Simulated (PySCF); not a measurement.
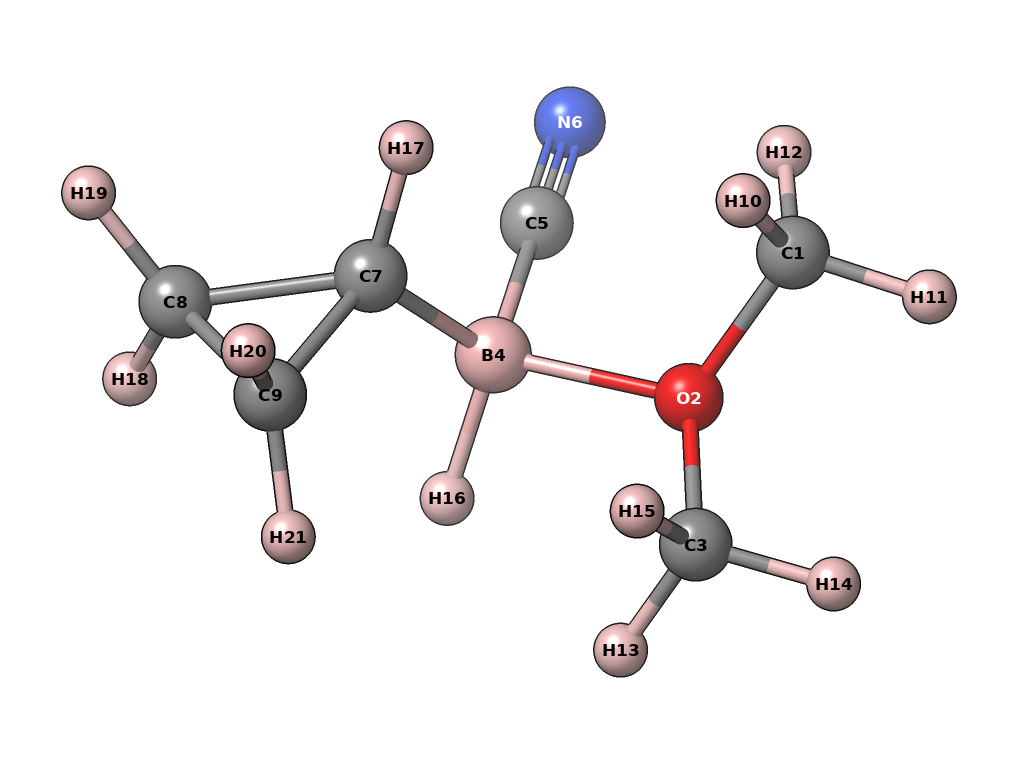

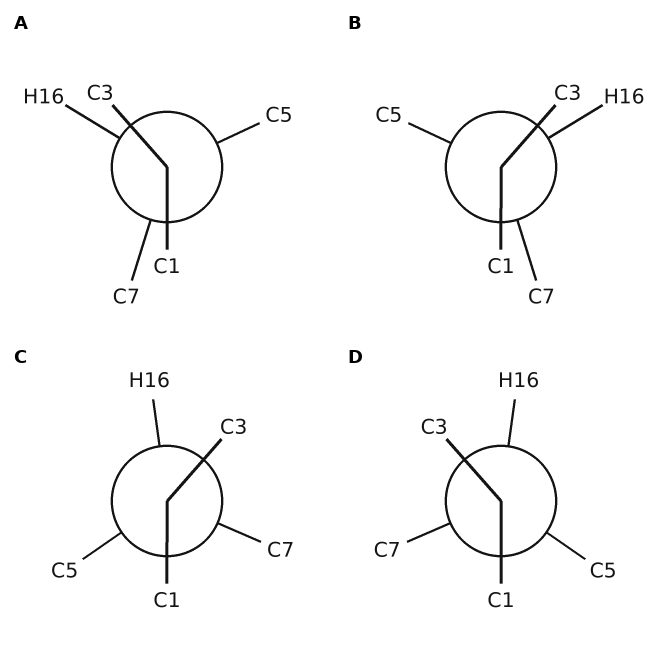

Atoms fade into the background with distance from the viewer. Bonds that would overlap in a projection are set slightly apart. The geometry was computed by an optimisation with PBE0-D3(BJ)/def2-SVP. No frequency run is at hand to confirm it as a minimum.

**Which Newman projection shows the view along O2–B4, with O2 in front?**

C. The torsion angle C1–O2–B4–C7 is −66°, synclinal (gauche).
